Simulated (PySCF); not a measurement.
C4H14O2Si2

Input

```
{"job": {"kind": "nmr", "xc": "PBE0", "basis": "pcSseg-1"}, "charge": 0, "multiplicity": 1}
C      1.976134     1.346936     1.552193
O      1.071399     0.445367     0.976879
C      1.696737    -0.545924     0.182555
Si     0.287328    -1.531743    -0.654119
C     -0.780502    -2.363248     0.674106
O     -0.596249    -0.492995    -1.530555
Si    -1.270926     0.992825    -1.622429
C     -2.152414     1.411676     0.000408
H      1.392865     2.067226     2.124052
H      2.552883     1.875247     0.781666
H      2.679298     0.833447     2.221529
H      2.348374    -1.171288     0.807807
H      2.340430    -0.067203    -0.568133
H      0.831569    -2.454626    -1.654385
H     -0.275384    -3.216801     1.116243
H     -1.014440    -1.665550     1.473962
H     -1.718599    -2.714494     0.254769
H     -2.188845     0.836794    -2.752710
H     -0.202416     1.953571    -1.911728
H     -2.972336     0.724767     0.195380
H     -1.454956     1.337474     0.830559
H     -2.560361     2.417927    -0.009196
```

Launched as:

```sh
OMP_NUM_THREADS=1 python probes_run.py task.json out
```

Geometry: GFN2-xTB.

Method: PBE0/pcSseg-1, SCF density, gas phase, non-relativistic (PySCF 2.14.0).

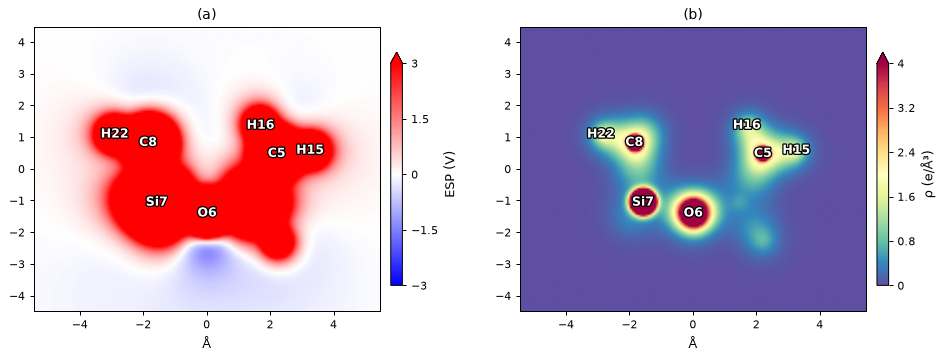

Figure 1. (a) electrostatic potential; (b) total electron density on the plane of atoms O6, Si7 and C8.

> Describe what can be read from this map.

- The section cuts through C, O, Si and H sites.
- Si–O (1.63 Å): ρ is about 1.1 e/Å³ halfway.
- C–Si (1.89 Å): the density is about 0.94 e/Å³ at the midpoint.
- C–H (1.09 Å): ρ at the midpoint is about 1.9 e/Å³.
- Outside the dense part of the molecule the potential is most negative (−1.3 V) near O6.

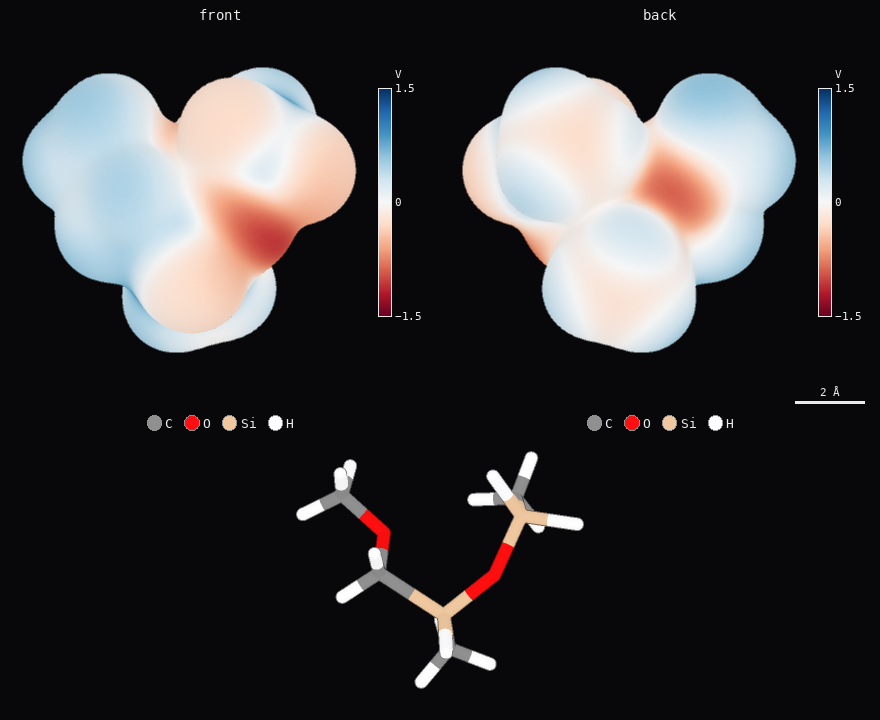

Figure 2. The electrostatic potential painted on the density surface at 0.001 e/bohr³, seen from the front and from behind; red is negative and blue positive. The bare structure is drawn below in the same view.

> Describe the electrostatic potential map.

The most negative region (about −1.0 V) lies over O6, the most positive (about +0.8 V) over Si4 and Si7. O6 is the likeliest acceptor of a hydrogen bond.
